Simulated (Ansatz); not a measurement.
H4NPSi (SMILES [NH2+]=[SiH][PH]) (charge +1, doublet)

Input file:

```
basis:
  gaussian: {orbitals: def2-TZVPD}
crystal:
  periodic: [false, false, false]
  atoms:
    - {symbol: "N", position_ang: [0.887032, -0.411652, 0.253538]}
    - {symbol: P, position_ang: [-0.877104, -2.857667, -1.455928]}
    - {symbol: Si, position_ang: [0.830538, -1.470285, -1.058070]}
    - {symbol: H, position_ang: [0.148842, -0.322831, 0.964058]}
    - {symbol: H, position_ang: [1.678302, 0.224326, 0.429584]}
    - {symbol: H, position_ang: [2.038282, -1.379097, -1.916942]}
    - {symbol: H, position_ang: [-1.544137, -2.352835, -0.274553]}
output: {forces: true, orbitals: {seedname: orbitals}}
hamiltonian: {xc: {name: PBE0}}
total_charge: 1
magnetization: {spin_polarized: true, initial_magnetization: 1}
```

Run with:

```sh
ansatz run input.yaml --threads 1 --pin off --max-ram 2610MiB --events-out events.jsonl --progress --plain --runs-dir runs
```

Geometry: BLYP-D3(BJ)/def2-SVP.

Computed with Ansatz 0.2.0, isolated molecule in a Gaussian basis; Kohn-Sham density functional theory, functional PBE0.

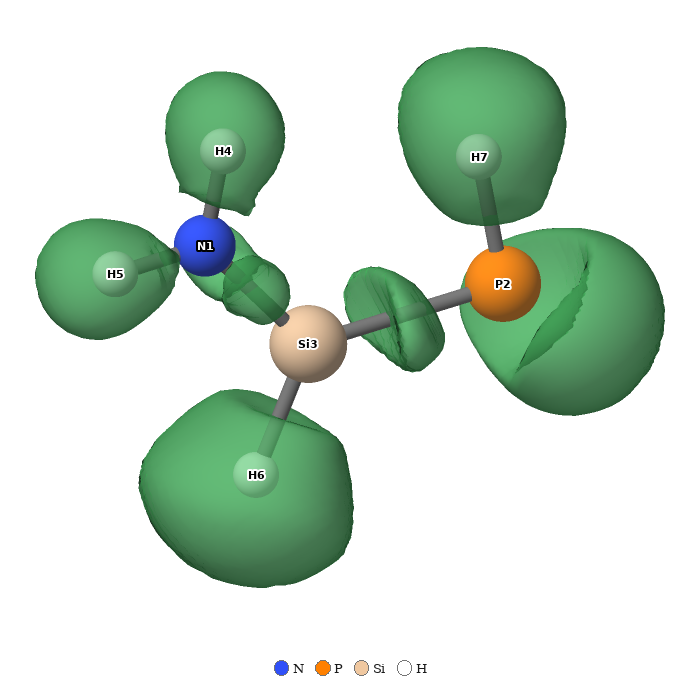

Figure 1. Isosurface of the electron localisation function at 0.85 (green), seen at a tilt. Core shells and regions of very low density are left out.

Where are the electrons localised?

Answer. At this value the surface marks out one region between bonded N–Si atoms (shared pairs), one region between bonded P–Si atoms (shared pairs), four regions around hydrogen nuclei and one lobe on P, pointing away from the bonds (non-bonding electrons). Profiles from the grid: Si–N (1.69 Å): the ELF peaks at about 0.90 between the atoms, as expected for a polar covalent bond. Si–P (2.24 Å): the ELF peaks at about 0.95 between the atoms; a covalent bond.

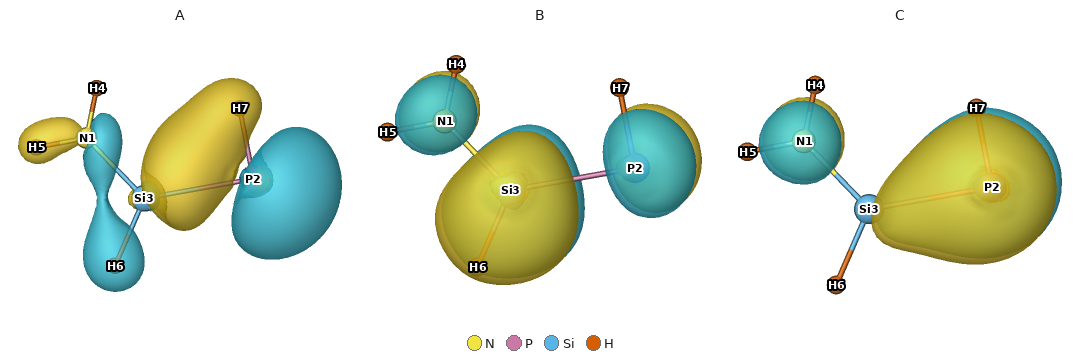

Figure 2. Three frontier orbitals at ±0.1 Å⁻³ᐟ² (yellow and cyan are the two phases), in no order.

Order the three orbitals by energy and name them. All are α orbitals.

Answer. A is the HOMO−1 (α) (−14.22 eV). Its weight (Hirshfeld) is mainly on P2 (about 70 %) and Si3 (about 20 %); it is symmetric in the molecular plane (an in-plane orbital: σ, lone-pair or in-plane π type). C is the HOMO (α) (−13.05 eV). By Hirshfeld shares it lies mainly on P2 (about 70 %), Si3 (about 15 %) and N1 (about 10 %); it changes sign across the molecular plane (π type); π-antibonding (a node) across N1–Si3. B is the LUMO (α) (−7.35 eV). Its weight (Hirshfeld) is mainly on Si3 (about 60 %), P2 (about 20 %) and N1 (about 10 %); it changes sign across the molecular plane (π type); π-antibonding (a node) across P2–Si3.

What is the gap between the highest occupied and lowest empty α orbitals?

Answer. 5.70 eV between the orbital energies.

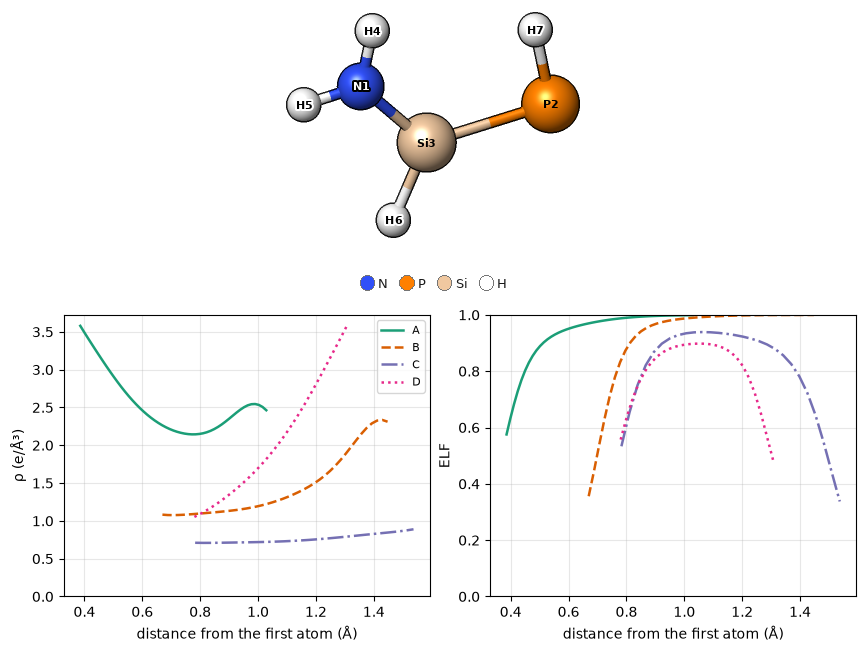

Figure 3. Electron density and ELF along straight lines between neighbouring atoms. The curves leave out the atomic cores. The structure is drawn too.

Which curve belongs to which contact (N–H, P–H, Si–N and Si–P)? The first atom named is at distance zero.

Answer. Curve A: N–H (1.03 Å): the density is about 2.8 e/Å³ at the midpoint; the ELF climbs to about 1 towards the hydrogen, as it does in any bond to H: a covalent bond by its length. Curve B: P–H (1.45 Å): the density is about 1.1 e/Å³ at the midpoint; the ELF climbs to about 1 towards the hydrogen. Curve C: Si–P (2.24 Å): ρ at the midpoint is about 0.74 e/Å³; the ELF peaks at about 0.95 between the atoms; a shared electron pair. Curve D: Si–N (1.69 Å): ρ is about 1.2 e/Å³ halfway; the ELF peaks at about 0.90 between the atoms (a shared but strongly polarised pair).
